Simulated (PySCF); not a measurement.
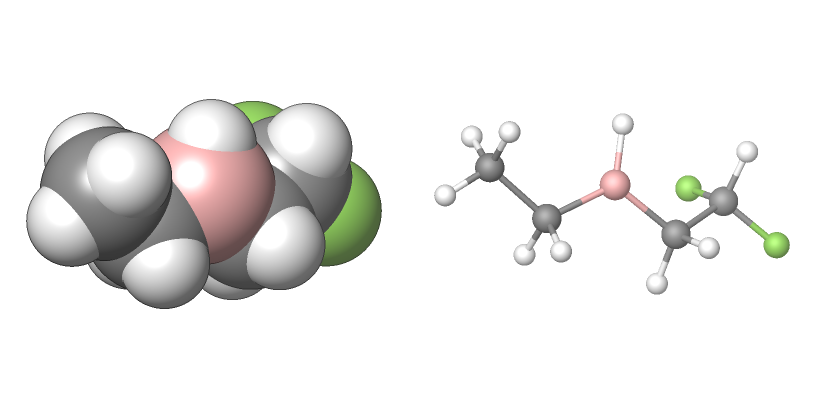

The same structure drawn twice, from different directions. Colours: carbon grey, boron pink, fluorine green, hydrogen white.

Computed geometry: GFN2-xTB optimisation. No frequency run is at hand to confirm it as a minimum.

What does the picture show?

The molecule is C4H9BF2. Its SMILES string is `CCBCC(F)F`. It has no ring. Among its groups: C–F bond, B–H bond. This geometry has C1 symmetry. Coordination: 4 C tetrahedral; 1 B trigonal planar.

The parts below concern this one geometry. Atoms keep their numbers from picture to picture.

### Geometry

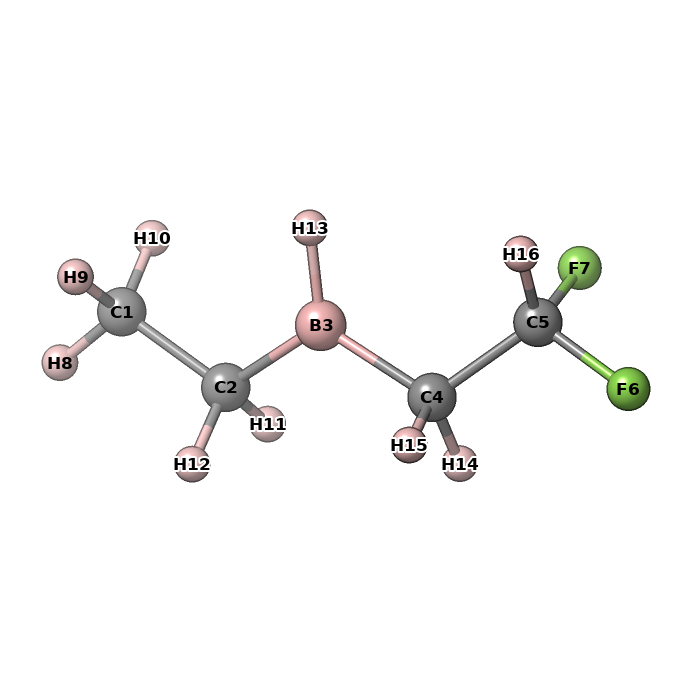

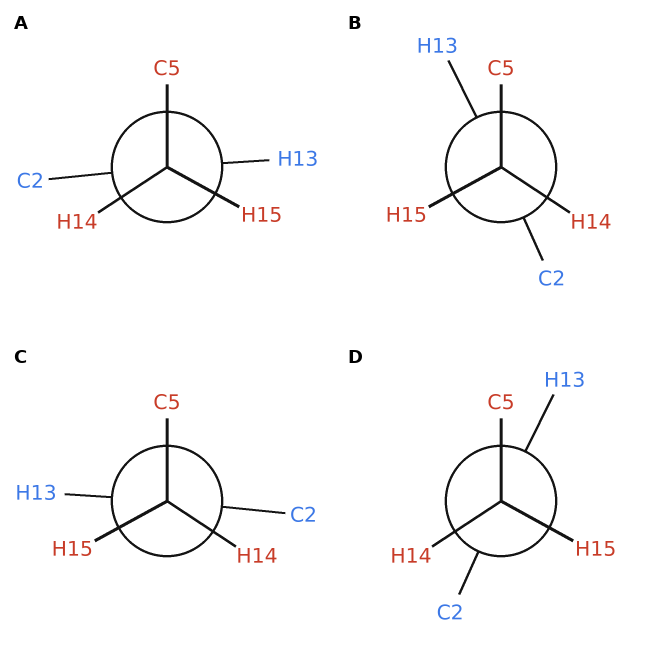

Atoms fade into the background with distance from the viewer. Bonds that would overlap in a projection are set slightly apart. No frequency run is at hand to confirm it as a minimum.

Which Newman projection shows the view along C4–B3, with C4 in front?

B. The torsion angle C5–C4–B3–C2 is 156°, antiperiplanar (anti).

### Dipole moment

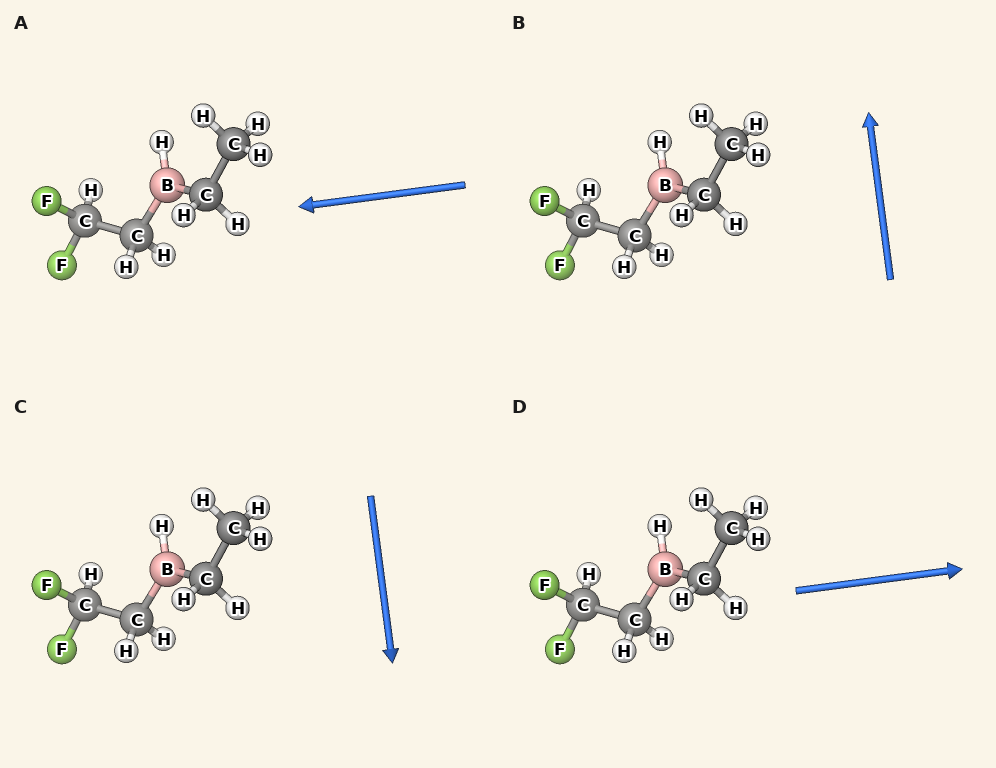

The same molecule four times, each with an arrow. No frequency run is at hand to confirm it as a minimum. Method: ωB97X-D/def2-SVPD, gas phase (PySCF 2.14.0).

Which arrow points along the dipole moment, from the negative to the positive end?

D. The dipole moment is 2.61 D.

### Excitation

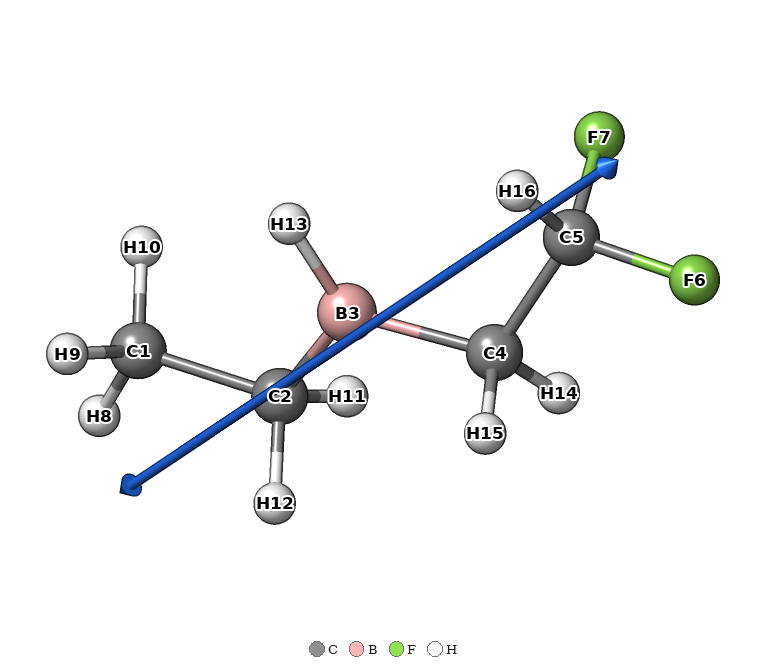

The double arrow shows the direction of the transition dipole to excited singlet state 4 (its length means nothing). No frequency run is at hand to confirm it as a minimum. Method: TDDFT ωB97X-D/def2-SVPD, vertical, gas phase, core orbitals frozen in the response (PySCF 2.14.0).

Where does the transition lie, and how strong is it?

7.92 eV (156 nm), oscillator strength 0.050, mainly HOMO−3 → LUMO (weight 0.95); transition dipole 1.29 D.

### Polarisability

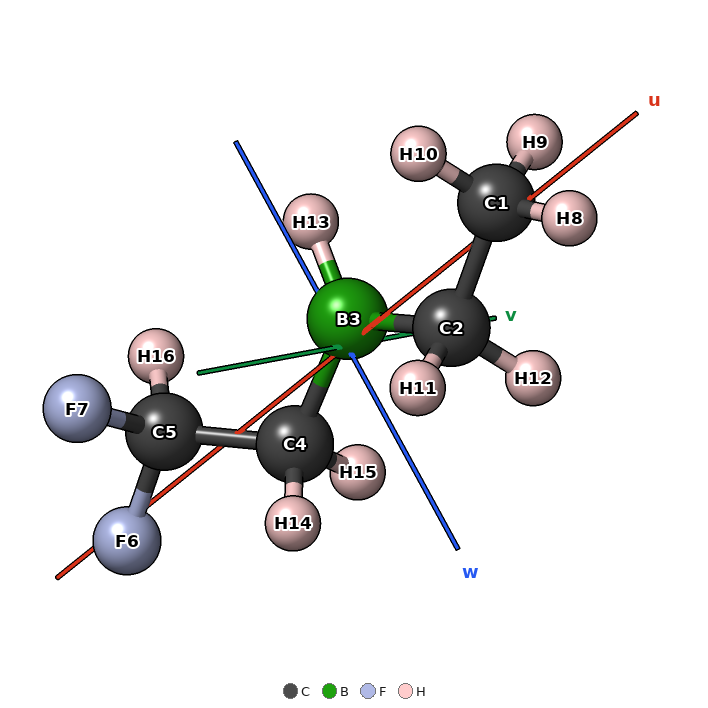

The lines u, v and w are the principal axes of the static dipole polarisability. No frequency run is at hand to confirm it as a minimum. Computed with ωB97X-D/def2-SVPD (PySCF 2.14.0).

Along which axis is the molecule most polarisable, and along which least?

Most along u (close to the long direction C1···F6), least along v.

Give the three principal values.

u 76.5, v 56.1, w 61.3 bohr³; mean 64.6, anisotropy 18.4 bohr³.

The geometry is semi-empirical. Around B such bond lengths and angles can be off by a tenth of an ångström or more and by several degrees, and values that hang on the shape move with them.
